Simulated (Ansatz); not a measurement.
# C2H2F4 (norflurane) at MP2/cc-pVDZ

Aim: the vertical ionisation energy of C2H2F4 (norflurane) at MP2/cc-pVDZ, from 2 runs. 

Program for the calculation: Ansatz 0.2.0.

46 further runs of the same task are left out: 1 that didn't finish, 45 set aside as unsound or not needed.

## Step 1: The structure to begin with

C2H2F4: 8 atoms, total charge 0, spin state singlet. SMILES: `FCC(F)(F)F`. The coordinates come from a PBE0-D4/def2-TZVP relaxation.

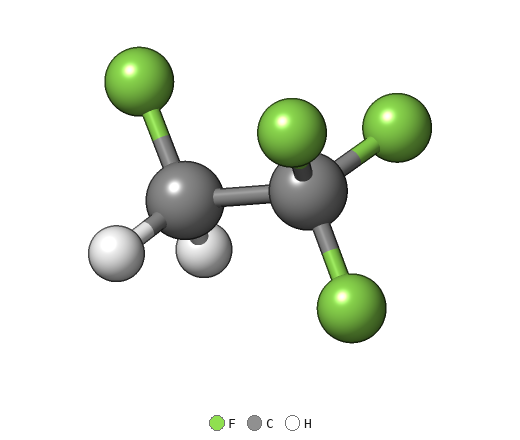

Viewed from a chosen angle; fluorine green, carbon grey, hydrogen white.

## Step 2: A single-point energy at MP2/cc-pVDZ

The input, run.yaml:

```yaml
crystal:
  periodic: [false, false, false]
  atoms:
    - {symbol: F, position_ang: [-0.224600, -1.506500, 0.915200]}
    - {symbol: C, position_ang: [-0.211200, -0.737800, -0.211700]}
    - {symbol: C, position_ang: [0.211200, 0.674300, 0.135500]}
    - {symbol: F, position_ang: [1.434400, 0.711300, 0.662400]}
    - {symbol: F, position_ang: [0.217100, 1.411800, -0.982100]}
    - {symbol: F, position_ang: [-0.624600, 1.243600, 1.002900]}
    - {symbol: H, position_ang: [0.502000, -1.148600, -0.930100]}
    - {symbol: H, position_ang: [-1.212300, -0.705100, -0.647900]}
basis:
  gaussian:
    orbitals: cc-pVDZ
correlation:
  method: mp2
  frozen_orbitals: {C: 1, F: 1, H: 0}
accuracy: high
```

Launch:

```bash
$ ansatz run run.yaml --threads 1 --pin off --max-ram 3480MiB --events-out events.jsonl --progress --plain --runs-dir runs
```

Standard output:

```text
Warning: RAYON_NUM_THREADS=1 ignored (pool sized by the plan → 1); use --threads N
Functional definition: HF
  name "HF"
  exchange = exact_x
  correlation = 0
2143 factors; integrals over basis functions are off by at most 2.6e-9 eV
mean field evaluation 1: about -12912.8016 eV, gradient 4.4e1 eV
mean field evaluation 2: about -12913.0237 eV, gradient 4.5e1 eV
mean field evaluation 4: about -12916.7316 eV, gradient 3.4e0 eV
mean field evaluation 8: about -12916.7764 eV, gradient 1.8e-1 eV
mean field evaluation 16: about -12916.7765 eV, gradient 2.5e-8 eV
mean field -12916.77653680 eV, -474.6827824218 hartree, gradient 2.5e-8 eV, S^2 0.000000; 0 other end points of the search recorded, 0 dependent functions left out
6 core orbitals not correlated: weight in the atoms' cores, before any rotation towards them, 1.000 or more for the frozen orbitals, at most 0.000 for the correlated occupied ones
reference -12916.77653680 eV, -474.6827824218 hartree; 19, 19 occupied and 69, 69 virtual orbitals, 2143 factors
second order -27.36047489 eV of doubles, -0.00000000 eV of singles
Total energy: -12944.13701169 eV, -475.6882613285 hartree
```

Run time: 4.5 s. Hardware: 1 thread of Arm Neoverse V1, shared host; peak memory 0.28 GiB.

## Step 3: The doublet cation, same level

The input, in.yaml:

```yaml
crystal:
  periodic: [false, false, false]
  atoms:
    - symbol: F
      position_ang: [-0.224600, -1.506500, 0.915200]
    - symbol: C
      position_ang: [-0.211200, -0.737800, -0.211700]
    - symbol: C
      position_ang: [0.211200, 0.674300, 0.135500]
    - symbol: F
      position_ang: [1.434400, 0.711300, 0.662400]
    - symbol: F
      position_ang: [0.217100, 1.411800, -0.982100]
    - symbol: F
      position_ang: [-0.624600, 1.243600, 1.002900]
    - symbol: H
      position_ang: [0.502000, -1.148600, -0.930100]
    - symbol: H
      position_ang: [-1.212300, -0.705100, -0.647900]
basis:
  gaussian: {orbitals: cc-pVDZ}
total_charge: 1
magnetization: {spin_polarized: true, initial_magnetization: 1}
correlation: {method: mp2, frozen_orbitals: {C: 1, F: 1, H: 0}}
accuracy: high
```

Launch:

```bash
$ ansatz run in.yaml --threads 1 --pin off --max-ram 3480MiB --events-out events.jsonl --progress --plain --runs-dir runs
```

Standard output, shortened:

```text
Warning: RAYON_NUM_THREADS=1 ignored (pool sized by the plan → 1); use --threads N
Functional definition: HF
  name "HF"
[...]
2143 factors; integrals over basis functions are off by at most 2.6e-9 eV
[...]
mean field -12903.44973562 eV, -474.1930315116 hartree, gradient 4.6e-8 eV, S^2 0.760160; 5 other end points of the search recorded, 0 dependent functions left out
6 core orbitals not correlated: weight in the atoms' cores, before any rotation towards them, 1.000 or more for the frozen orbitals, at most 0.000 for the correlated occupied ones
reference -12903.44973562 eV, -474.1930315116 hartree; 19, 18 occupied and 69, 70 virtual orbitals, 2143 factors
second order -26.34401002 eV of doubles, -0.00000000 eV of singles
Total energy: -12929.79374564 eV, -475.1611560232 hartree
```

Wall time 18 s (1 thread of Arm Neoverse V1, shared host); peak memory 0.4 GiB.

## Step 4: Summary of results

At MP2/cc-pVDZ, 6 core orbitals frozen:

| quantity | value |
| --- | --- |
| singlet C2H2F4: total energy | -475.68826 Eh |
| singlet C2H2F4: correlation energy (6 core orbitals frozen) | -1005.5 mEh |
| doublet cation: total energy | -475.16116 Eh |
| doublet cation: correlation energy (6 core orbitals frozen) | -968.1 mEh |
| doublet cation: ⟨S²⟩ of the reference determinant | 0.760 |
| vertical ionisation energy (to the doublet cation) | 14.343 eV |

In words: Removing an electron at fixed nuclei costs 14.34 eV (331 kcal/mol).
